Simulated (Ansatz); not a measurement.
The calculation's input:

```
crystal:
  periodic: [false, false, false]
  atoms:
    - { symbol: Sn, position_ang: [0.161117, 0.0, -0.149596] }
    - { symbol: H, position_ang: [-0.02612, 0.0, 1.572426] }
    - { symbol: Cl, position_ang: [2.450217, 0.0, -0.683904] }
    - { symbol: Cl, position_ang: [-0.778416, 1.92079, -1.109729] }
    - { symbol: Cl, position_ang: [-0.778416, -1.92079, -1.109729] }
    - { symbol: Br, position_ang: [-3.08197, 0.0, 1.819901] }
    - { symbol: H, position_ang: [-1.697513, 0.0, 2.39943] }
basis:
  gaussian: { orbitals: def2-SVP }
hamiltonian:
  xc: b3lyp
relax:
  f_tol: 0.03
  max_steps: 50
output:
  orbitals: {}
```

Run with:

```sh
ansatz run input.yaml --threads 4 --pin off --max-ram 5120MiB --backend cpu --events-out ev --progress --plain --runs-dir out
```

The fields are those of the run's last geometry, not of the input's.

Core potentials replace the inner electrons of Sn.

These are results of Ansatz 0.2.0, RKS B3LYP/def2-SVP, not measurements.

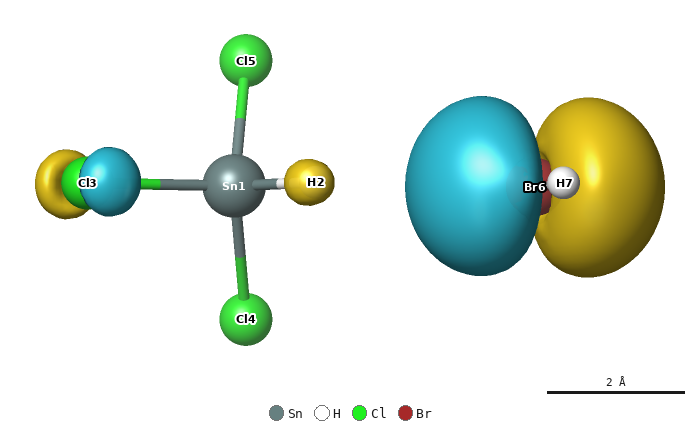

Cl$_{3}$HSn···HBr. The HOMO−1 at ±0.1 Å⁻³ᐟ² (yellow and cyan are the two phases), seen across its widest extent.

> Where does this orbital lie, and at what energy?

Its weight (Hirshfeld) is mainly on Br6 (about 90 %); largely a lone pair of Br6. Its energy is −8.54 eV.
